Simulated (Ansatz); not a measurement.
# The atomisation energy (no zero-point term) down a group: C to Ge

One atom is swapped for its congeners: C2H5Br (bromoethane) `CCBr`; SiH2(CH3)Br; GeH2(CH3)Br. All are singlets with charge 0.

Shapes, held fixed at every level: PBE0-D4/def2-TZVP. Programs: Ansatz 0.2.0. Values in eV.

| level | C2H5Br | SiH2(CH3)Br | GeH2(CH3)Br |
| --- | --- | --- | --- |
| SPW92/def2-TZVPP | 33.44 | 30.43 | 29.17 |
| B3LYP-D4/def2-TZVPP | 29.50 | 27.32 | 25.83 |
| PBE0-D4/def2-TZVPP | 29.68 | 27.30 | 25.89 |
| wB97X-V/def2-TZVPP | 29.50 | 27.50 | 26.08 |
| CCSD(T)/def2-SVP | 28.22 | 25.83 | 24.60 |
| CCSD(T)/def2-TZVPP | 28.92 | 26.81 | 25.62 |

At CCSD(T)/def2-TZVPP the atomisation energy falls at every step, from 28.92 to 25.62 eV. Every level shows the same order. Relativity is left out for Br, Ge unless named. Correlated rows may include outer-core shells of Br, Ge, which these sets cover unevenly. Spin-orbit coupling, which grows down the group, is left out (summed over each molecule's free atoms 0.16, 0.17, 0.28 eV).

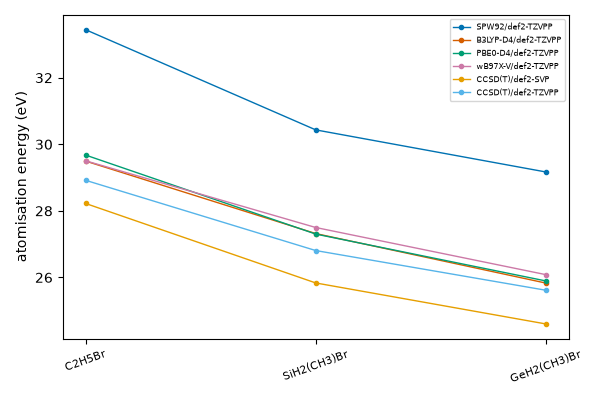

The trend along the series, level by level.
